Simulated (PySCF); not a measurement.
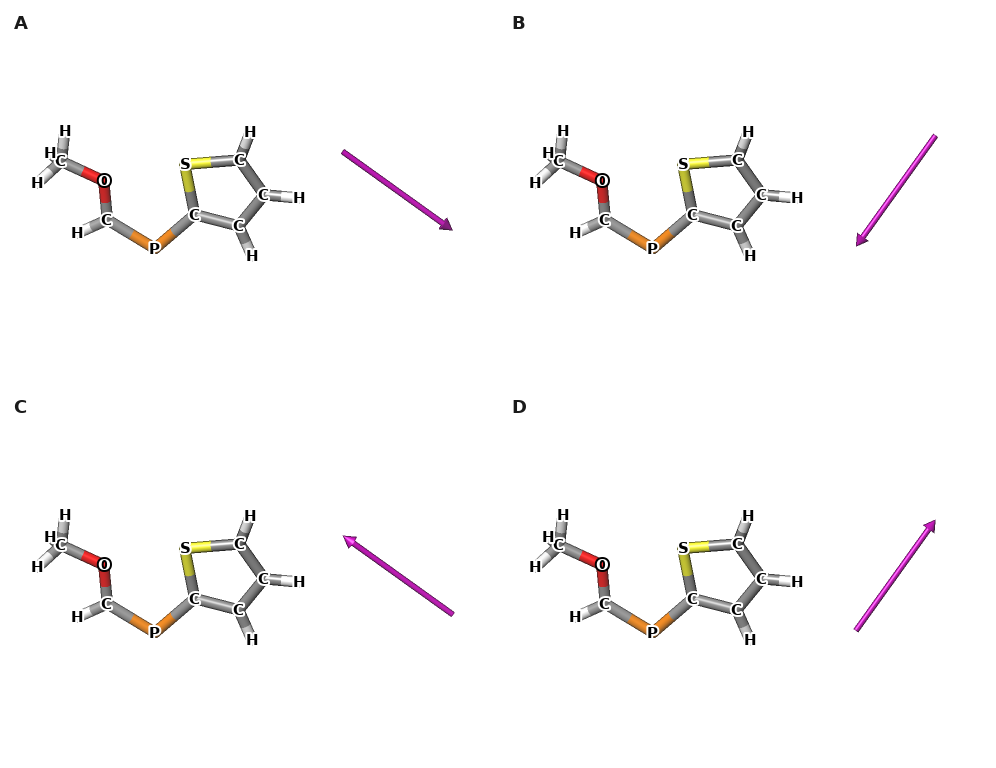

The same molecule four times, each with an arrow. The computed structure is the end point of a GFN2-xTB optimisation. No frequency run is at hand to confirm it as a minimum. Method: CAM-B3LYP/def2-SVPD, gas phase (PySCF 2.14.0).

### Which arrow points along the dipole moment, from the negative to the positive end?

C. The dipole moment is 2.32 D.

The geometry is semi-empirical. Around P such bond lengths and angles can be off by a tenth of an ångström or more and by several degrees, and values that hang on the shape move with them.
